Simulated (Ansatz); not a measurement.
# SiH4S (SMILES [SiH3]S): the vertical energy of the triplet above the singlet, rung by rung

SiH4S: 6 atoms, total charge 0, spin state singlet. As SMILES, `[SiH3]S`. The coordinates come from a PBE0-D4/def2-TZVP relaxation.

```xyz
6

Si   -0.1698   -0.2634   -0.4360
S     0.9073   -0.0126    1.3928
H    -1.6298   -0.0743   -0.2416
H     0.1086   -1.6583   -0.8525
H     0.2998    0.6812   -1.4811
H     0.5261    1.2633    1.5723
```

Quantity: the vertical energy of the triplet above the singlet, in eV. The values are calculated.

```
           level                    kind  program  value (eV)  less FCI/STO-3G  CPU time (all runs)
    SVWN5/STO-3G                     LDA   Ansatz        7.46            -0.20                1.9 s
      PBE/STO-3G                     GGA   Ansatz        7.33            -0.33                3.1 s
     PBE0/STO-3G           global hybrid   Ansatz        7.46            -0.20                3.2 s
CAM-B3LYP/STO-3G  range-separated hybrid   Ansatz        7.46            -0.20                3.6 s
  wB97M-V/STO-3G  range-separated hybrid   Ansatz        7.65            -0.01                 47 s
  RPA@PBE/STO-3G                     RPA   Ansatz        7.58            -0.08                4.3 s
     CCSD/STO-3G   coupled cluster or CI   Ansatz        7.65            -0.01               0.38 s
   CCSDTQ/STO-3G   coupled cluster or CI   Ansatz        7.66             0.00                 33 s
      FCI/STO-3G      exact in the basis   Ansatz        7.66             0.00                4.7 s
```

FCI/STO-3G is exact within its basis and frozen core, so for wave-function methods in that basis the difference is their error; functionals converge differently with the basis, so for them it is only a difference. The values span 7.33 to 7.66 eV. A triplet this far above the singlet is often a Rydberg-like or dissociative state; sets without diffuse functions put Rydberg states too high. All rows use very small basis sets, so even the best lies far from the true value. CPU times are rough (shared hosts, several kinds of processor): they show what a rung costs within a factor of a few.

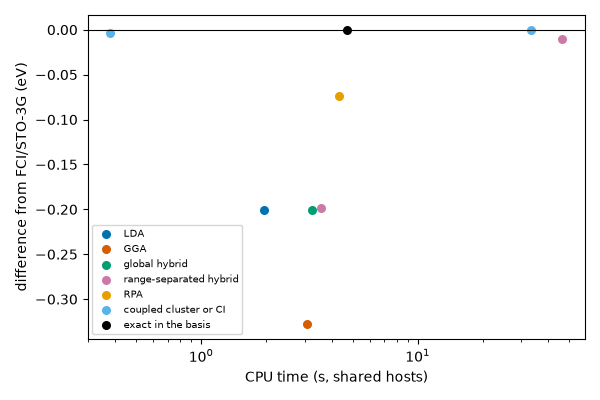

Difference from FCI/STO-3G against processor time, one point a level.
